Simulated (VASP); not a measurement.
Consider Si₃Ge.

```
CELL_PARAMETERS angstrom
2.64058 0.00000 0.00000
-1.32029 2.28681 0.00000
0.00000 0.00000 9.83347
ATOMIC_POSITIONS crystal
Si 0.00000 0.00000 0.50000
Si 0.00000 0.00000 0.74356
Si 0.00000 0.00000 0.25644
Ge 0.00000 0.00000 0.00000
```

Space group P6/mmm; a generated structure, not necessarily the stable one; computed pressure about 20 GPa in this cell.

Method: Kohn-Sham DFT of a periodic cell, vdW-DF2, spin-orbit coupling, VASP PAW PBE potentials, minimal in VASP.

Question: Predict the valence pseudo-density between the atoms.

Answer: Si–Si (2.40 Å): ρ is about 0.53 e/Å³ halfway.
Si–Ge (2.52 Å): ρ at the midpoint is about 0.43 e/Å³.
Ge–Ge (2.64 Å): ρ at the midpoint is about 0.31 e/Å³.

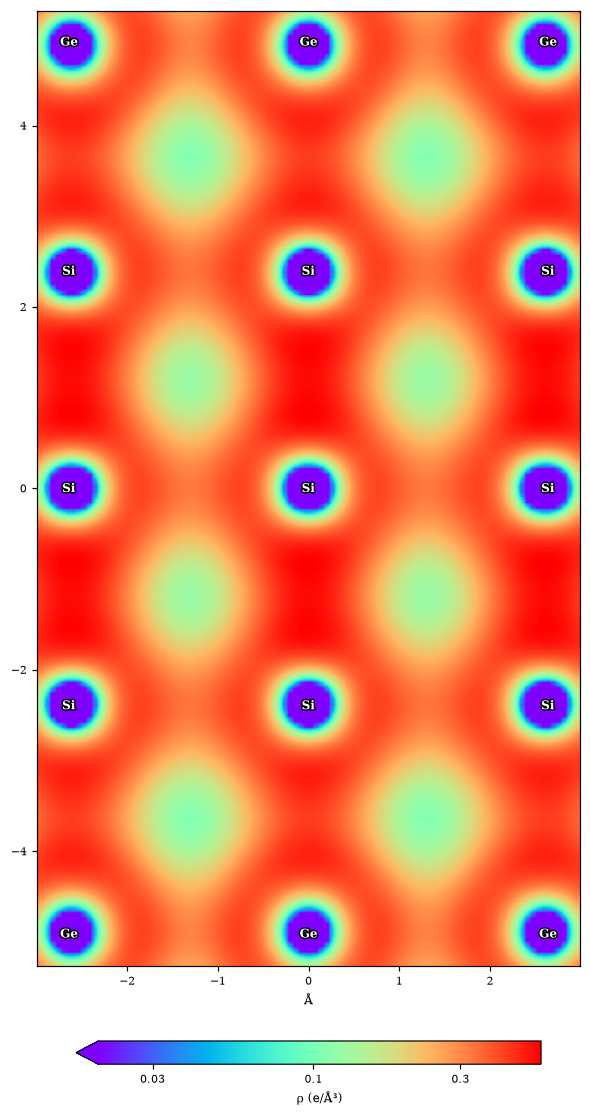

Computed valence pseudo-density on the (100) plane of the conventional cell. 

The density is the valence pseudo-density of a PAW calculation; it isn't the true density close to the nuclei.
